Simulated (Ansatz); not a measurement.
Al2O3, response to strain

Base system: Al$_{2}$O$_{3}$ in the corundum structure (space group R-3c, No. 167; a = 4.809 Å, c = 13.124 Å (hexagonal axes)). Axes: x lies along a and z along c of the hexagonal cell.

Strains are applied to the cell and any free atomic positions relax; under biaxial strain the out-of-plane vector relaxes too.

Calculations: PBE (Ansatz, an electronic-structure program; PAW; 420 eV plane waves; scalar-relativistic without spin-orbit coupling).

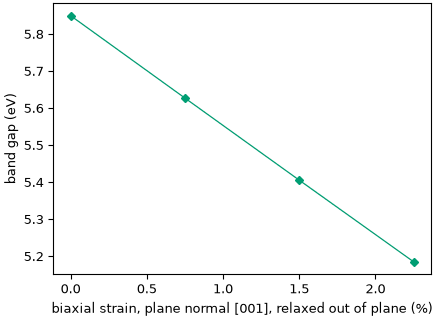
Figure. Band gap against biaxial strain, plane normal [001], relaxed out of plane

From the plot, what is the band gap for biaxial strain +2.25 %, plane normal [001], relaxed out of plane?

About 5.19 eV.

Is the trend monotonic over the range shown?

Yes, it falls throughout, spanning 5.19 eV to 5.85 eV.

Stability against distortions was not tested.
